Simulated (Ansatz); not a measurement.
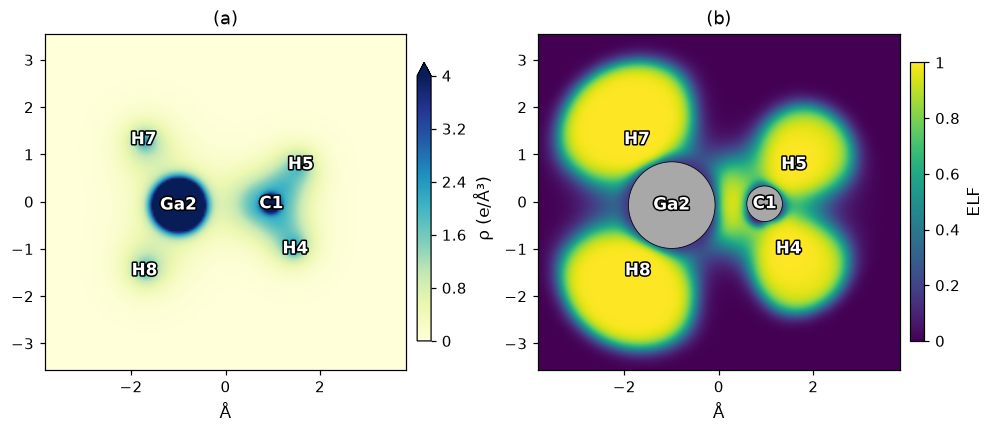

Figure. CH5GaS (SMILES [CH2]1[SH+][GaH2-]1). (a) electron density; (b) electron localisation function on the plane of atoms H7, Ga2 and H8. Grey discs cover the atomic cores in the ELF map.

Geometry: PBE0-D3(BJ)/def2-SVP.

All numbers below come from Ansatz 0.2.0, isolated molecule in a Gaussian basis; Kohn-Sham density functional theory, functional PBE0.

Input file:

```
crystal:
  periodic: [false, false, false]
  atoms:
    - {symbol: C, position_ang: [-0.555420, -0.694123, 1.349284]}
    - {symbol: Ga, position_ang: [0.013366, 0.911897, 2.347426]}
    - {symbol: S, position_ang: [1.025621, -0.581452, 0.390951]}
    - {symbol: H, position_ang: [-0.499278, -1.642523, 1.899953]}
    - {symbol: H, position_ang: [-1.418506, -0.704801, 0.672911]}
    - {symbol: H, position_ang: [0.630696, 0.380392, -0.472488]}
    - {symbol: H, position_ang: [-0.280107, 2.302045, 1.683486]}
    - {symbol: H, position_ang: [0.840875, 0.705180, 3.658486]}
basis:
  gaussian: {orbitals: def2-TZVPD}
total_charge: 0
hamiltonian: {xc: pbe0}
output: {forces: true, orbitals: {seedname: orbitals}}
```

Command:

```sh
ansatz run input.yaml --threads 2 --pin off --max-ram 4350MiB --events-out events.jsonl --progress --plain --runs-dir runs
```

Q: What does the map show?

A:
- Atoms in the plane: C, Ga and H.
- C–Ga (1.97 Å): ρ at the midpoint is about 0.75 e/Å³; the ELF peaks at about 0.90 in the valence shell of C, 0.7 Å from its nucleus, and is about 0.50 at the midpoint.
- C–H (1.10 Å): the density is about 2 e/Å³ at the midpoint; the ELF climbs to about 1 towards the hydrogen, as it does in any bond to H; a covalent bond by its length.
- Ga–H (1.56 Å): the density is about 1 e/Å³ at the midpoint; the ELF climbs to about 1 towards the hydrogen.
